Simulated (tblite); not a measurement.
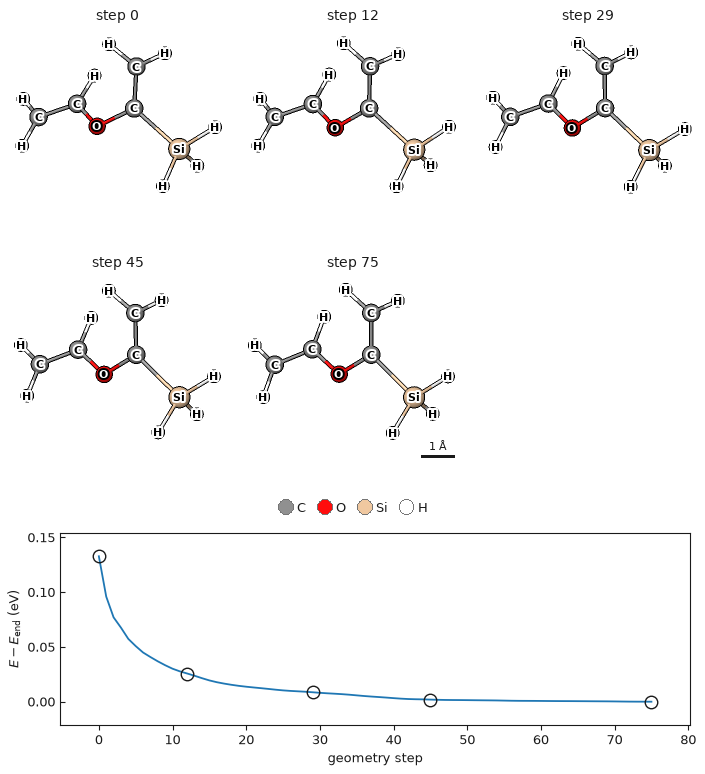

Frames of a relaxation of C4H8OSi, marked on the history of the run. A ball-and-stick model, seen at a tilt.

Theory: GFN2-xTB geometry optimisation, gas phase (tblite). 

**What happens along the run?**

After 75 geometry steps the energy has fallen by 0.133 eV. The atom that moves furthest after the best rigid fit is the O atom (0.30 Å). By element the largest moves are O 0.30 Å, H 0.29 Å, C 0.10 Å, Si 0.05 Å. Near-neighbour distances that change, for instance: C–O 1.404 → 1.372 Å, H–Si 1.491 → 1.464 Å, C–C 1.348 → 1.323 Å, C–Si 1.874 → 1.893 Å. Among the angles between lasting bonds that change: O–C–Si 114.3° → 108.7°, C–C–Si 122.7° → 126.3°, C–C–H 121.2° → 124.1°. Groups turn about C–O by about 25°. The run took 0.39 s on 1 thread of Arm Neoverse V1, with other jobs on the host. From step 0 to 12: the O atom moves most (0.12 Å), energy −0.107 eV. From step 12 to 29: an H atom moves most (0.12 Å), energy −0.017 eV. From step 29 to 45: the O atom moves most (0.10 Å), energy −0.007 eV. From step 45 to 75: an H atom moves most (0.09 Å), energy −0.002 eV.
